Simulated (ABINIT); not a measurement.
# MgO (Fm-3m): a self-consistent loop beyond G0W0, cycle by cycle, part 2 of 2

Wanted: G0W0 and self-consistent gaps of MgO (Fm-3m), with the cost of the cycles.

ABINIT 10.8.3; PBE and many-body steps on it, plane waves. Known limits of the many-body steps: not at the basis limit; coarse k mesh.

So far. Step 16 (evGW, cycle 3): Against the cycle before, the gap moves by +0.014 eV.

## (17) Screening, 4×4×4 mesh, 30 bands, screening to 130.6 eV

This step: RPA screening on PBE, plane waves, norm-conserving pseudopotentials.

File run.abi:

```
acell 3*1.0 Angstrom
rprim 
  -0.000000000000 2.097001392700 2.097001392700
  2.097001392700 0.000000000000 2.097001392700
  2.097001392700 2.097001392700 0.000000000000
ntypat 2
znucl 12 8
natom 2
typat 1 2
xred 
  0.000000000000 0.000000000000 0.000000000000
  0.500000000000 0.500000000000 0.500000000000
pp_dirpath "pseudos"
pseudos "Mg.upf, O.upf"
ecut 38
ngkpt 4 4 4
nshiftk 1
shiftk 0 0 0
kptopt 1
chksymbreak 0
istwfk *1
occopt 1
irdwfk 1
optdriver 3
nband 30
ecuteps 4.8
inclvkb 2
awtr 1
symchi 1
gwcalctyp 10
mbpt_sciss 3.812 eV
nqptdm 1
qptdm 
  0 0 0
indata_prefix "in"
outdata_prefix "out"
tmpdata_prefix "tmp"
```

Launch:

```bash
$ OMP_NUM_THREADS=1 mpirun -n 4 abinit run.abi > log
```

Wall time 1.9 s (4 MPI ranks of Intel Xeon Platinum 8488C (Sapphire Rapids), shared host); peak memory 0.1 GiB; 6.8 s of CPU time.

This step gave:

| Quantity | Value |
| --- | --- |
| ε∞ with local fields, on this mesh, along the program's q direction | 2.624 |
| the same without local fields | 2.755 |
| plasma frequency | 34.59 eV |
| plane waves in the screening matrix | 59 |

This screening uses the functional's bands under a rigid shift, the mean opening of the cycle before.

## (18) Screening, 4×4×4 mesh, 30 bands, screening to 130.6 eV

This step: RPA screening on PBE from quasiparticle energies, plane waves, norm-conserving pseudopotentials.

Changes to run.abi since step 17:

```diff
@@ -29,7 +29,13 @@
 symchi 1
+irdqps 1
 gwcalctyp 10
-mbpt_sciss 3.812 eV
-nqptdm 1
+nqptdm 7
 qptdm 
-  0 0 0
+  0.2500000000 0.0000000000 0.0000000000
+  0.5000000000 0.0000000000 0.0000000000
+  0.2500000000 0.2500000000 0.0000000000
+  0.5000000000 0.2500000000 0.0000000000
+  -0.2500000000 0.2500000000 0.0000000000
+  0.5000000000 0.5000000000 0.0000000000
+  -0.2500000000 0.5000000000 0.2500000000
 indata_prefix "in"
```

File mrgscr.stdin:

```
2
merged
q0_SCR
out_SCR
1
```

Launch:

```bash
$ OMP_NUM_THREADS=1 mpirun -n 4 abinit run.abi > log; mrgscr < mrgscr.stdin
```

Elapsed: 3.6 s, on 4 MPI ranks; peak memory 0.39 GiB; 14 s of CPU time.

This step gave:

- plasma frequency: 34.59 eV
- plane waves in the screening matrix: 59

This screening reads the quasiparticle levels of the cycle before.

## (19) evGW, cycle 4

This step: evGW on PBE, plane waves, norm-conserving pseudopotentials.

Changes to run.abi since step 18:

```diff
@@ -23,12 +23,10 @@
 irdwfk 1
-optdriver 3
+optdriver 4
 nband 30
-ecuteps 4.8
-inclvkb 2
-awtr 1
-symchi 1
-irdqps 1
 gwcalctyp 10
-nqptdm 7
-qptdm 
+ecutsigx 38
+symsigma 1
+nkptgw 8
+kptgw 
+  0.0000000000 0.0000000000 0.0000000000
   0.2500000000 0.0000000000 0.0000000000
@@ -40,2 +38,15 @@
   -0.2500000000 0.5000000000 0.2500000000
+bdgw 
+  1 18
+  1 18
+  1 18
+  1 18
+  1 18
+  1 18
+  1 18
+  1 18
+ecuteps 4.8
+irdscr 1
+ppmodel 1
+irdqps 1
 indata_prefix "in"
```

Launch:

```bash
$ OMP_NUM_THREADS=1 mpirun -n 4 abinit run.abi > log
```

Wall time 11 s (4 MPI ranks); peak memory 0.7 GiB; 43 s of CPU time.

Numbers from this step:

- quasiparticle gap on the mesh: 8.078 eV
- gap of the density functional on the mesh: 4.895 eV
- k of the valence top: 0, 0, 0
- k of the conduction bottom: 0, 0, 0
- least direct quasiparticle gap on the computed points: 8.078 eV

Against the cycle before, the gap moves by +0.002 eV.

## (20) Side by side

Times are wall times on 4 MPI ranks of Intel Xeon Platinum 8488C (Sapphire Rapids), shared host, good to a factor of about two. A run's time includes the screening step that it read.

| run | mesh | bands | screening cutoff (eV) | DFT gap (eV) | gap on the mesh (eV) | direct (eV) | ε∞ used | time |
| --- | --- | --- | --- | --- | --- | --- | --- | --- |
| G0W0 | 4×4×4 | 30 | 130.6 | 4.895 | 7.002 | 7.002 | 3.16 | 5.6 s |
| evGW0, cycle 1 | 4×4×4 | 30 | 130.6 | 4.895 | 7.408 | 7.408 | 3.16 | 15 s |
| evGW0, cycle 2 | 4×4×4 | 30 | 130.6 | 4.895 | 7.348 | 7.348 | 3.16 | 15 s |
| evGW0, cycle 3 | 4×4×4 | 30 | 130.6 | 4.895 | 7.342 | 7.342 | 3.16 | 15 s |
| evGW, cycle 1 | 4×4×4 | 30 | 130.6 | 4.895 | 7.965 | 7.965 | 2.71 | 17 s |
| evGW, cycle 2 | 4×4×4 | 30 | 130.6 | 4.895 | 8.062 | 8.062 | 2.64 | 16 s |
| evGW, cycle 3 | 4×4×4 | 30 | 130.6 | 4.895 | 8.076 | 8.076 | 2.63 | 17 s |
| evGW, cycle 4 | 4×4×4 | 30 | 130.6 | 4.895 | 8.078 | 8.078 | 2.62 | 16 s |

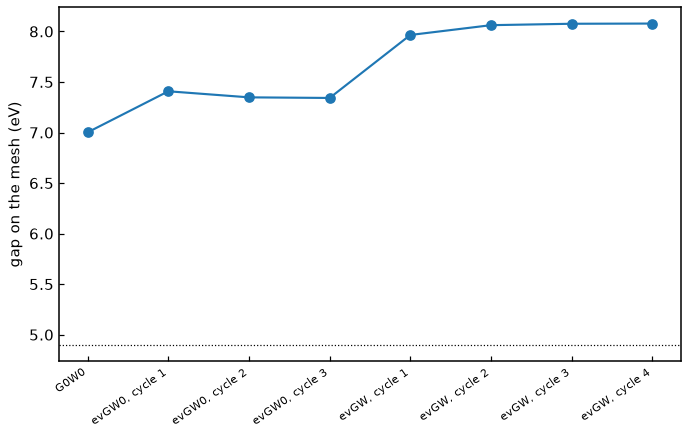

The gap through the cycles; the dotted line is the starting gap.

## (21) Outcome

```
G0W0           : 7.002 eV
evGW0, cycle 1 : 7.408 eV
evGW0, cycle 2 : 7.348 eV
evGW0, cycle 3 : 7.342 eV
evGW, cycle 1  : 7.965 eV
evGW, cycle 2  : 8.062 eV
evGW, cycle 3  : 8.076 eV
evGW, cycle 4  : 8.078 eV
known limits   : not at the basis limit; coarse k mesh
```

Only the bands that the input lists are updated; the others, empty or deep, keep the functional's energies or take a rigid shift. The evGW loop starts from the last levels of evGW0, so its cycles and time come on top of those. evGW0 ends at 7.34 eV, +0.34 eV from G0W0, after 3 cycles that took 34 s beside the first screening; the last moved the gap by 0.006 eV. evGW ends at 8.08 eV, +1.08 eV from G0W0, after 4 cycles that took 67 s beside the first screening; the last moved the gap by 0.002 eV. The first cycle of evGW0 takes the full correction, without the factor Z, so it overshoots the one-shot value. Against experiment, by evGW, cycle 4: the direct gap of 8.08 eV lies +0.25 eV from the measured 7.83 eV (direct, quoted 2021); the gap of 8.08 eV lies +0.25 eV from the measured 7.83 eV (kind not stated, quoted 2009). An exciton line or allowed optical edge lies below the quasiparticle gap by the binding energy; a forbidden edge can push the onset above it. These are gaps on the mesh, at modest bands and cutoff. The calculation has static nuclei and no excitons; a measured gap holds zero-point and thermal motion, which mostly lowers it. Bands and cutoff are finite, so the gap is not at the basis limit. The miss can reach some tenths of an eV and take either sign; the mesh is an error of its own. The 4×4×4 mesh is coarse for this cell, which bears on the long-range parts of exchange and screening. In the updated screening the q = 0 part is built from Kohn-Sham bands under a rigid shift, the other q from the quasiparticle levels.

[Paths, hosts, dates, memory and timing lines, banners, echoed tables and standing remarks are left out of the program output.]

[Logs are printed without paths, hosts, clocks, repeated set-up lines and the standing remarks that a program may print on its own settings, such as how far it seeks lower states.]

[Runs of the session that timed out or met a known fault of the program may be left out.]

[No measured gap is set beside runs whose start may be inverted or whose files or cutoffs have a known fault.]

[Loops that did not settle are left out.]

[Hosts, paths, dates, database ids (printed as entryN), source tags and the programs' standing remarks are cut or masked in the printed files.]

[G0W0 gaps are taken among the corrected bands and points alone; a level outside them can change the order at an edge.]

[Where Ansatz stands beside ABINIT at settings called matched, ABINIT's density can come from a denser mesh and the files from another edition; pairs whose starting gaps differed by over 0.03 eV were left out, so agreement reads better than it is.]
